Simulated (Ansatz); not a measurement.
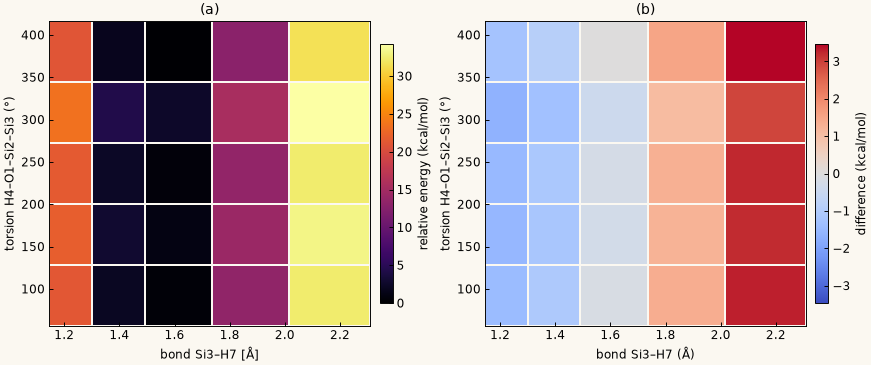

H5OSi2, SMILES O[SiH][SiH3], spin multiplicity 2. Two internal coordinates are moved rigidly from the geometry relaxed at PBE0-D4/def2-TZVP, all others fixed. The first coordinate is: bond Si3–H7; the second: torsion H4–O1–Si2–Si3. The grid has 5 × 5 points. All energies are given in kcal/mol relative to each map's own lowest point. All numbers below come from UKS PBE-D4/def2-TZVPP in Ansatz.

Panel (a): UKS PBE-D4/def2-TZVPP in Ansatz 0.2.0. Panel (b): the map at UKS PBE0-D4/def2-TZVPP in Ansatz 0.2.0 less the map of (a), each from its own lowest point.

> How does the change of method alter the landscape?

The difference runs from −1.7 kcal/mol at bond Si3–H7 = 1.223 Å, torsion H4–O1–Si2–Si3 = 308° to 3.5 kcal/mol at bond Si3–H7 = 2.162 Å, torsion H4–O1–Si2–Si3 = 380°.
